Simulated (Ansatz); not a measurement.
# BH₉N₂Si₂: what the fields show

Input

```
crystal:
  periodic: [false, false, false]
  atoms:
    - { symbol: "N", position_ang: [-1.9074, 0.6486, -0.4771] }
    - { symbol: B, position_ang: [-0.9579, -0.4503, -0.6247] }
    - { symbol: "N", position_ang: [-0.9774, -1.2887, -1.9076] }
    - { symbol: Si, position_ang: [0.3692, -0.8228, 0.8214] }
    - { symbol: Si, position_ang: [1.5819, 0.9513, 1.1548] }
    - { symbol: H, position_ang: [-1.7222, 1.4089, -1.2297] }
    - { symbol: H, position_ang: [-1.7735, 1.1651, 0.4352] }
    - { symbol: H, position_ang: [-0.6472, -0.6363, -2.6868] }
    - { symbol: H, position_ang: [-0.1774, -1.982, -1.773] }
    - { symbol: H, position_ang: [1.1447, -1.9781, 0.4871] }
    - { symbol: H, position_ang: [-0.92619, -1.26206, 0.21729] }
    - { symbol: H, position_ang: [2.3461, 1.2742, -0.0392] }
    - { symbol: H, position_ang: [0.6802, 2.1302, 1.5128] }
    - { symbol: H, position_ang: [2.4954, 0.6936, 2.285] }
basis:
  gaussian: { orbitals: def2-SVP }
hamiltonian:
  xc: b3lyp
  dispersion: d4
relax:
  f_tol: 0.02
  max_steps: 50
output:
  orbitals: {}
```

Run with:

```sh
ansatz run input.yaml --threads 2 --pin off --max-ram 3072MiB --backend cpu --events-out ev --progress --plain --runs-dir out
```

The fields are those of the run's last geometry, not of the input's.

These are results of RKS B3LYP-D4/def2-SVP (Ansatz 0.2.0), not measurements.

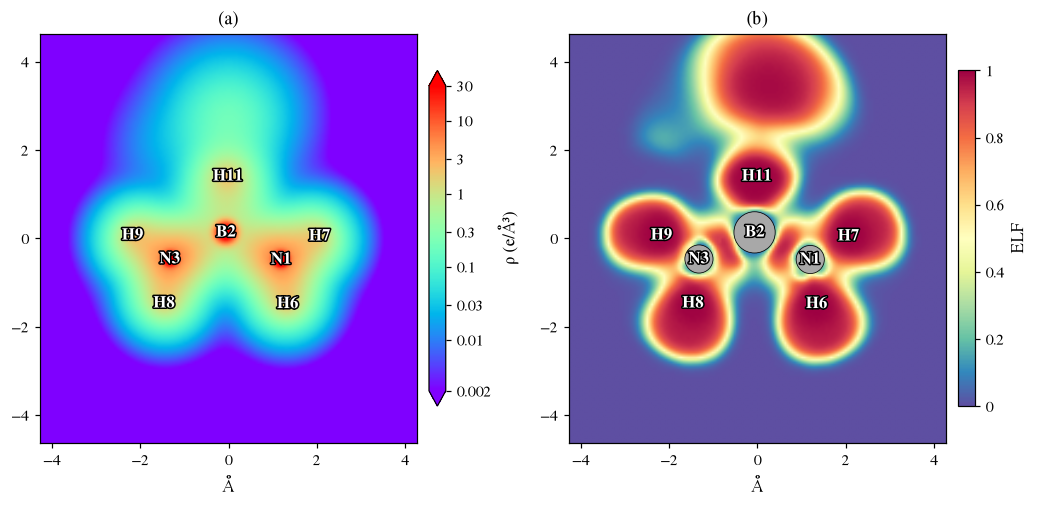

Figure 1. (a) electron density; (b) electron localisation function on the plane of atoms B2, N1 and H6. Grey discs cover the atomic cores in the ELF map.

Describe what can be read from this map.

Answer.
- The section cuts through N, B and H sites.
- B–N (1.40 Å): the density is about 1.9 e/Å³ at the midpoint; the ELF peaks at about 0.90 between the atoms, as expected for a polar covalent bond.
- N–H (1.01 Å): ρ at the midpoint is about 2.8 e/Å³; the ELF climbs to about 1 towards the hydrogen, as it does in any bond to H: an ordinary covalent bond to hydrogen.
- B–H (1.28 Å): ρ at the midpoint is about 0.93 e/Å³; the ELF climbs to about 1 towards the hydrogen.

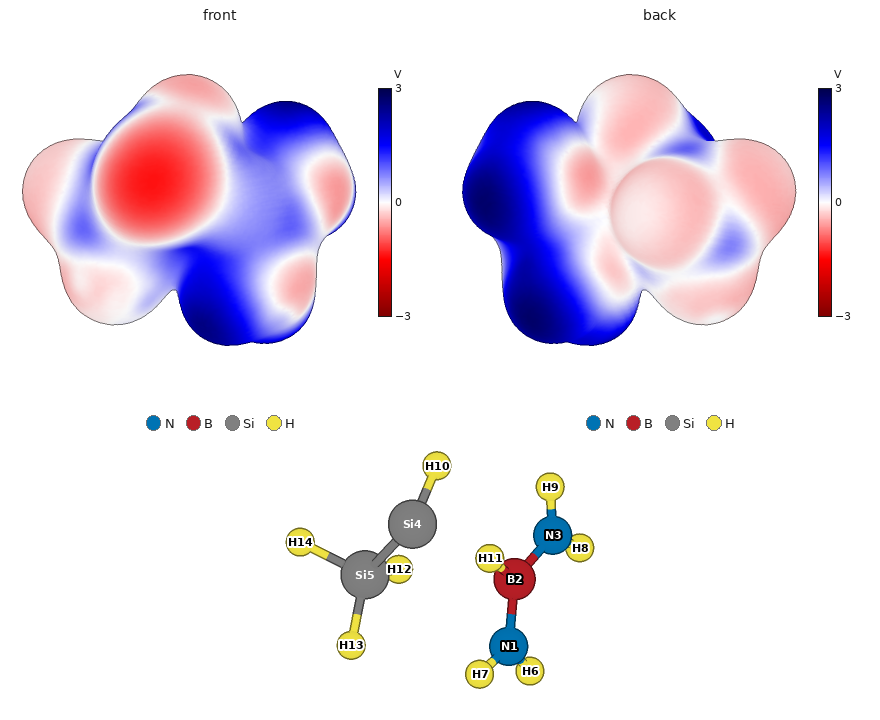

Figure 2. The molecular electrostatic potential painted on the density surface at 0.004 e/bohr³, seen from the front and from behind; the colour scale runs from red (negative) to blue (positive). The bare structure is drawn below in the same view.

Describe the electrostatic potential map.

Answer. The most negative region (about −1.3 V) lies over Si4, the most positive (about +2.7 V) over H6 and H8.

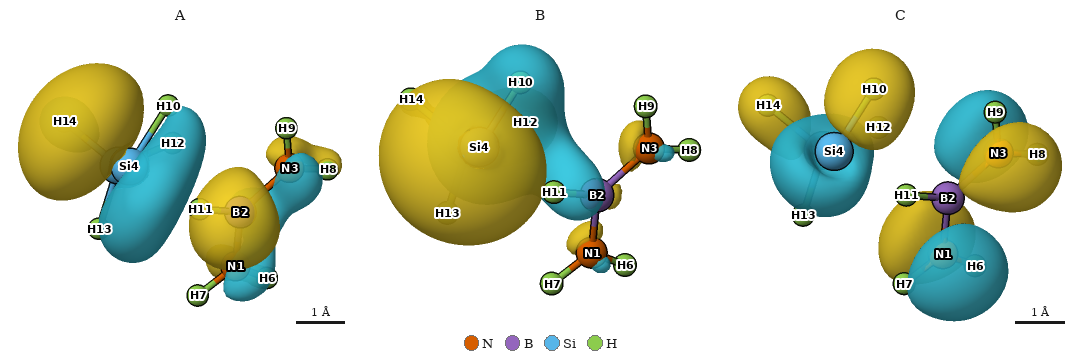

Figure 3. Three frontier orbitals at ±0.08 Å⁻³ᐟ² (yellow and cyan are the two phases), in no order.

Which picture is the HOMO−1, the HOMO and the LUMO?

Answer. C is the HOMO−1 (−7.26 eV). Its weight (Hirshfeld) is mainly on N1 (about 35 %), N3 (about 25 %), Si4 (about 10 %), Si5 (about 5 %) and B2 (about 5 %). B is the HOMO (−5.63 eV). By Hirshfeld shares it lies mainly on Si4 (about 65 %) and Si5 (about 15 %). A is the LUMO (−1.16 eV). Its weight (Hirshfeld) is mainly on Si4 (about 55 %), B2 (about 15 %) and H11 (about 5 %).

What is the HOMO–LUMO gap?

Answer. 4.47 eV between the orbital energies.

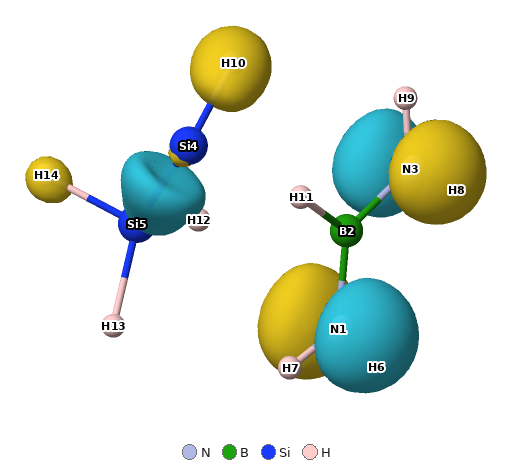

Figure 4. The HOMO−1 at ±0.15 Å⁻³ᐟ² (yellow and cyan are the two phases), seen across its widest extent.

Describe this orbital and give its energy.

Answer. Its weight (Hirshfeld) is mainly on N1 (about 35 %), N3 (about 25 %), Si4 (about 10 %), Si5 (about 5 %) and B2 (about 5 %). Its energy is −7.26 eV.
